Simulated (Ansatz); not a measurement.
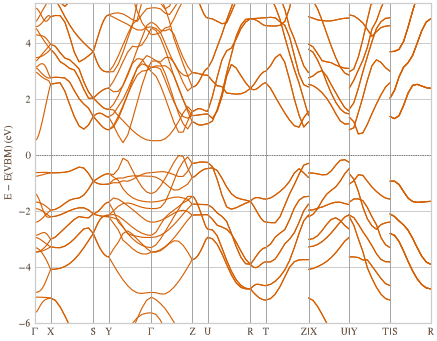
Fig. 1. Band structure from DFT-PBE+D3(BJ) in the program Ansatz with PAW potentials

Read off the gap and where the band edges lie.

About 0.4 eV (0.43 eV by a search for the band edges); maximum on the Γ–Z line, 70 % of the way from Γ, minimum on the Y–Γ line, 35 % of the way from Y.

The material is SnSe in space group Pnma (No. 62; Sn on 4c, Se on 4c).

Symmetry was held in the PBE+D3(BJ) relaxation. Scalar-relativistic: spin–orbit coupling is off unless named, which matters more the heavier the elements.

Potentials: the later of the program's two PAW sets.
